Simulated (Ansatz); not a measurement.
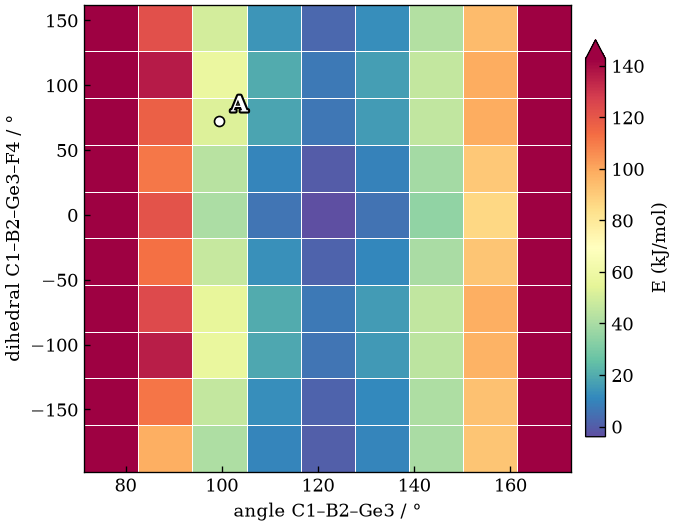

CH₆BFGe, SMILES C[BH][GeH2][F]. The first coordinate is: angle C1–B2–Ge3; the second: dihedral C1–B2–Ge3–F4. Nothing is relaxed (all other coordinates rigid). The grid has 9 × 10 points. Points are written as (first, second). Energies: kJ/mol, counted from the relaxed molecule at the same level. Energies and slopes of some neighbouring points disagree (a jump in structure or state, or too coarse a mesh). The calculation used RKS CAM-B3LYP-D4/def2-SVP in Ansatz.

In the figure: one coloured cell a grid point, one colour for all values above the top of the scale, the point A.

> Is A at rest? If not, where is it pushed?

A, at (99.5°, 72°), is not a stationary point. The computed force is 4.2 kJ/mol for each degree towards larger values of angle C1–B2–Ge3 and 0.22 kJ/mol for each degree towards smaller values of dihedral C1–B2–Ge3–F4.
